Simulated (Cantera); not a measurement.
Feed: 1 mol Si3N4, 2.5 mol HCl, 73 mol N2, at 0.00133 bar.

Method: chemical equilibrium by Gibbs-energy minimisation in Cantera with the NASA 1993 tables (ideal gas, pure condensed phases). Candidate condensed phases: NH4Cl, Si, Si3N4; 28 gas species. The tables' values for SiCl, SiCl3, SiN are old estimates; treat these amounts as uncertain. Kinetics and transport are ignored.

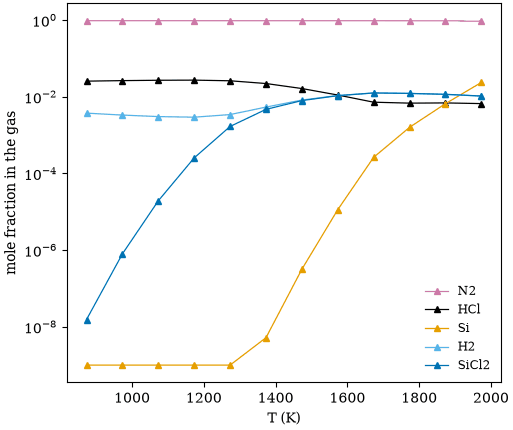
Figure. Equilibrium gas composition (values under 1e-9 drawn at 1e-9)

From 873 K to 1673 K the condensed part is Si3N4(s). From 1773 K to 1973 K the condensed part is Si(l). The main Si-bearing gas is SiCl4 at 873 K and Si at 1973 K. The share of Si in condensed phases is highest at 1073 K (96.1 %) and lowest at 1973 K (0.1 %).
